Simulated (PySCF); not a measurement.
```yaml
atoms:
  - { symbol: C, position_ang: [-1.7906, 0.2370, 1.2804] }
  - { symbol: C, position_ang: [-1.2415, -0.1812, -0.0909] }
  - { symbol: C, position_ang: [-1.7705, -1.5718, -0.4405] }
  - { symbol: C, position_ang: [-1.7055, 0.8194, -1.1587] }
  - { symbol: C, position_ang: [0.2814, -0.1300, -0.0272] }
  - { symbol: C, position_ang: [1.1460, -1.1338, -0.2430] }
  - { symbol: Al, position_ang: [3.1069, -0.9635, -0.3468] }
  - { symbol: O, position_ang: [0.7000, 1.1248, 0.2946] }
  - { symbol: Si, position_ang: [2.1380, 1.7198, 0.7018] }
  - { symbol: H, position_ang: [-2.8783, 0.2449, 1.2605] }
  - { symbol: H, position_ang: [-1.4626, -0.4609, 2.0485] }
  - { symbol: H, position_ang: [-1.4394, 1.2314, 1.5435] }
  - { symbol: H, position_ang: [-2.8577, -1.5451, -0.4763] }
  - { symbol: H, position_ang: [-1.4745, -2.3022, 0.3092] }
  - { symbol: H, position_ang: [-1.4080, -1.8944, -1.4138] }
  - { symbol: H, position_ang: [-1.3470, 1.8183, -0.9243] }
  - { symbol: H, position_ang: [-2.7922, 0.8400, -1.2051] }
  - { symbol: H, position_ang: [-1.3213, 0.5340, -2.1359] }
  - { symbol: H, position_ang: [0.6705, -2.0813, -0.5013] }
  - { symbol: H, position_ang: [3.8101, -0.9321, -1.7346] }
  - { symbol: H, position_ang: [4.0616, -1.0659, 0.8770] }
  - { symbol: H, position_ang: [1.8003, 3.1342, 0.7257] }
  - { symbol: H, position_ang: [3.1742, 1.4043, -0.3175] }
  - { symbol: H, position_ang: [2.5882, 1.1741, 1.9824] }
```

Geometry: GFN2-xTB.

Level of theory: PySCF 2.14.0, PBE0/pcSseg-1, SCF density, gas phase, non-relativistic.

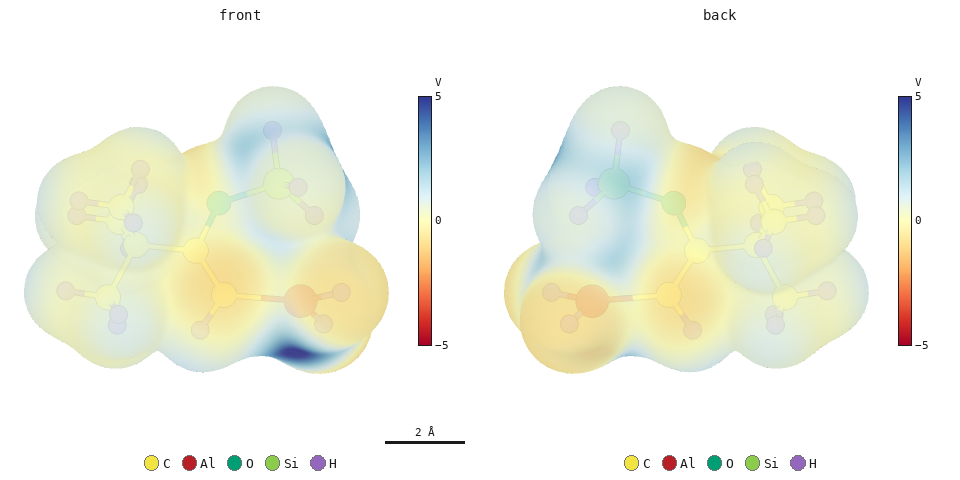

C$_{6}$H$_{15}$AlOSi (SMILES CC(C)(C)/C(=[CH]/[AlH2])O[SiH3]). The molecular electrostatic potential painted on the density surface at 0.004 e/bohr³, seen from the front and from behind; the colour scale runs from red (negative) to blue (positive).

Describe the electrostatic potential map.

The most negative region (about −0.8 V, or −18 kcal/mol for a unit charge) lies over the π face of C6, the most positive (about +4.6 V, or +106 kcal/mol for a unit charge) over Al7.
